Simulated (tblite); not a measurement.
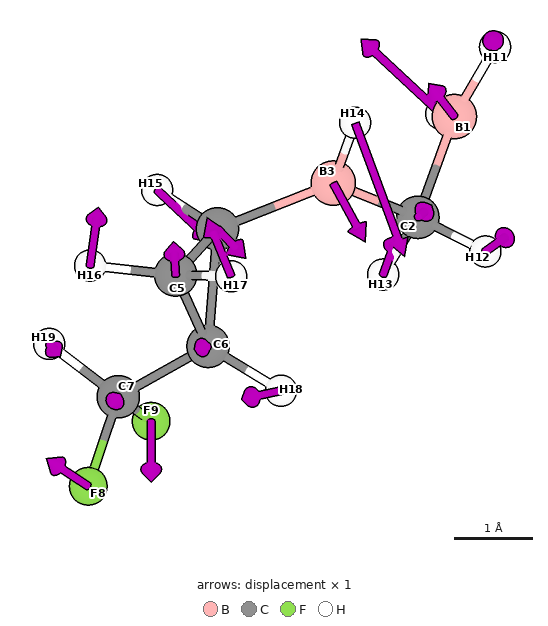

A relaxation of C$_{5}$H$_{10}$B$_{2}$F$_{2}$. The starting structure is drawn; purple arrows show the displacements, at their true length. The two geometries are superimposed by the best rigid fit.

The picture is a ball-and-stick view, seen from a free direction.

Method: GFN2-xTB geometry optimisation, gas phase (tblite). 

### Atoms of which element are displaced furthest, and by how much?

Hydrogen: up to 1.85 Å, against 1.11 Å for fluorine.

### Describe the change and its energy.

The atom that moves furthest after the best rigid fit is an H atom (1.85 Å). Largest moves by element: H 1.85 Å, F 1.11 Å, B 0.90 Å, C 0.62 Å. Some distances before and after: B–C 1.601 → 1.553 Å, C–C 1.523 → 1.486 Å, C–H 1.122 → 1.086 Å, C–F 1.380 → 1.359 Å. Among the angles between lasting bonds that change: H–C–H 122.2° → 113.9°, C–C–H 119.9° → 112.8°, B–C–C 115.5° → 120.9°. Groups turn about B–C by about 85°, B–C by about 30°, B–C by about 30°. After 201 geometry steps the energy has fallen by 0.513 eV.
